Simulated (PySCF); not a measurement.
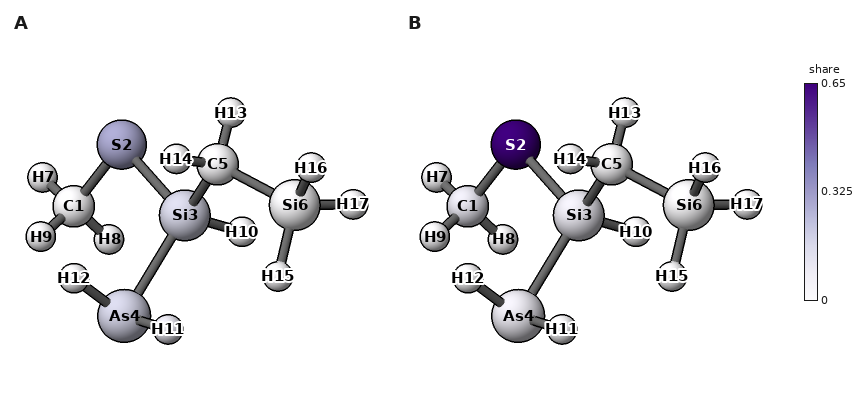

Each panel colours the atoms by their Löwdin share in one orbital (up to four of the largest shares; other atoms are shown as zero). Computed geometry: GFN2-xTB optimisation. No frequency run is at hand to confirm it as a minimum. Level of theory: CAM-B3LYP/def2-SVPD (PySCF 2.14.0).

### The panels show the HOMO, LUMO, in some order. Which is which?

A: LUMO, 0.64 eV; S2 0.29, As4 0.17, Si3 0.16, H11 0.09
B: HOMO, −7.95 eV; S2 0.65, C1 0.09, Si3 0.09, As4 0.08

The geometry is semi-empirical. Around As, Si such bond lengths and angles can be off by a tenth of an ångström or more and by several degrees, and values that hang on the shape move with them.
